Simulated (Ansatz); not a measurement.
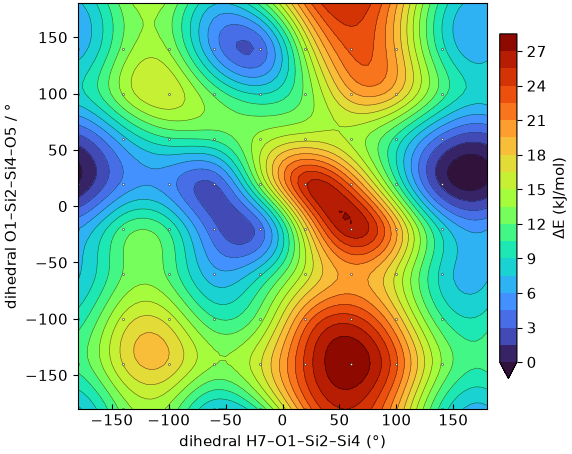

Energy landscape of F₂H₄O₂Si₂, SMILES O[SiH](F)[SiH](O)F. Coordinates scanned: (1) dihedral H7–O1–Si2–Si4; (2) dihedral O1–Si2–Si4–O5. Nothing is relaxed (all other coordinates rigid). Grid: 9 × 9 points. Points are written as (first, second). All energies are given in kJ/mol relative to the lowest grid point. Level of theory: RKS r2SCAN-D4/def2-SVP in Ansatz.

In the figure: filled contours, dots at the grid points. Between grid points the surface is interpolated. 

### Where are the wells?

The lowest grid point is at (−180°, 20°). The bottom of the well lies between grid points, at about (165°, 30°), about 1 kJ/mol lower on the interpolated surface. There are further wells near (−20°, 140°) (3.5 kJ/mol above the lowest at that grid point); (−180°, 140°) (6.7 kJ/mol above the lowest at that grid point). The highest grid point, (60°, −140°), lies 28.2 kJ/mol above the lowest. Round the minimum the two coordinates are nearly uncoupled.

Each point was launched as `ansatz run input.yaml --threads 1 --pin off --max-ram 2560MiB --backend cpu --events-out ev --progress --plain --runs-dir out`. The whole map (81 points run) took 14 min on 1 thread of Arm Neoverse V1, on a shared host.
